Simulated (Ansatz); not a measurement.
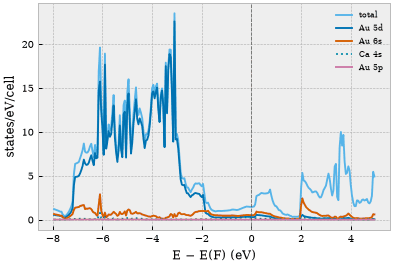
*Total and projected density of states of CaAu₅ in space group F-43m (No. 216; Ca on 4a, Au on 16e, Au on 4d), the program Ansatz at the r²SCAN level (PAW)*

Question: Which orbitals carry the states next to the Fermi level?

Answer: Within 0.5 eV of the Fermi level: Au 6s 33 %, Au 5d 20 %, Ca 4s 10 %, outside the projected shells 38 %. Projections are on Löwdin-orthogonalised atomic valence shells; empty p or d shells of many metals are not among them.

Question: Where is the tallest occupied peak in this window, and what makes it?

Answer: Near -3.1 eV, about 24 states/eV per cell; the largest projected share is Au 5d.

The workflow started from a Materials Project entry (that database holds measured and hypothetical structures alike); the Crystallography Open Database files this formula in space group No. 216, but the cells were not matched. Whether it is the stable phase at ambient conditions was not checked. Symmetry was held in the r²SCAN relaxation; its stability against distortions is not shown here. Scalar-relativistic: spin–orbit coupling is off unless named, which matters more the heavier the elements.

Potentials: the later of the program's two PAW sets.
